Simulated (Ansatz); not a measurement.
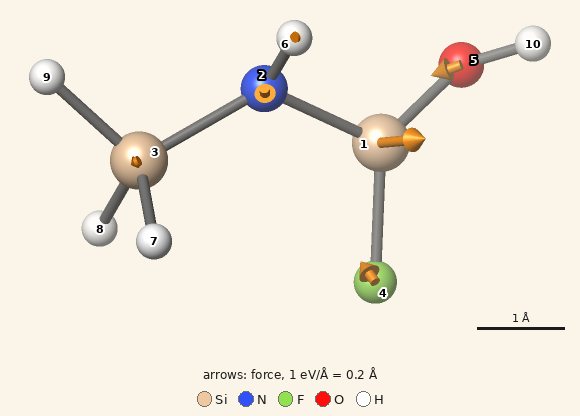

Starting geometry of Si₂NH₅OF (multiplicity 2) with the computed forces as orange arrows. The picture is a ball-and-stick view, seen at a tilt.

It is one of the separated products of a reaction.

The calculation used Ansatz, UKS PBE0-D4/def2-TZVP.

Input
```yaml
crystal:
  periodic: [false, false, false]
  atoms:
    - {symbol: Si, position_ang: [0.927390, 0.328559, 1.273296]}
    - {symbol: N, position_ang: [-0.393033, 1.193074, 0.482261]}
    - {symbol: Si, position_ang: [-2.083237, 0.805290, 0.520807]}
    - {symbol: F, position_ang: [0.398287, -0.764762, 2.359466]}
    - {symbol: O, position_ang: [2.481789, 0.165920, 0.651202]}
    - {symbol: H, position_ang: [-0.228675, 2.191501, 0.539767]}
    - {symbol: H, position_ang: [-2.763109, 1.207426, 1.781932]}
    - {symbol: H, position_ang: [-2.220045, -0.670033, 0.378065]}
    - {symbol: H, position_ang: [-2.796564, 1.460435, -0.608672]}
    - {symbol: H, position_ang: [3.074545, 0.790665, 1.078339]}
basis:
  gaussian: {orbitals: def2-TZVP}
magnetization: {spin_polarized: true, initial_magnetization: 1}
hamiltonian: {xc: pbe0, dispersion: d4}
relax: {f_tol: 0.005, max_steps: 200}
```

Run as
```bash
ansatz run in.yaml --threads 4 --pin off --events-out ev --progress --plain --max-ram 66560MiB --backend cuda --devices 0, --max-vram 37GiB
```

### Is this structure relaxed? If not, where do the atoms go?

It isn't relaxed: the largest force vector, on Si1, is 4.11 eV/Å. The final displacements have little in common with the starting forces (cosine between the two patterns 0.24). Over 27 accepted moves (29 points after the start) the energy falls by 115.2 kJ/mol. The largest force component goes from 3.1 to 0.0033 eV/Å. The line search rejected the trial steps at points 6, 26 of the run. The largest move after the best rigid fit is that of H6, 1.21 Å. Largest moves by element: H 1.21 Å, Si 0.57 Å, O 0.42 Å, F 0.33 Å, N 0.16 Å. Near-neighbour distances that change, for instance: Si1–N2 1.765 → 1.705 Å, Si1–O5 1.682 → 1.641 Å, Si1–F4 1.629 → 1.603 Å, Si3–H7 1.488 → 1.482 Å. Among the angles between lasting bonds that change: N2–Si1–O5 124.9° → 106.1°, Si1–O5–H10 110.0° → 117.0°, F4–Si1–O5 118.8° → 112.0°.
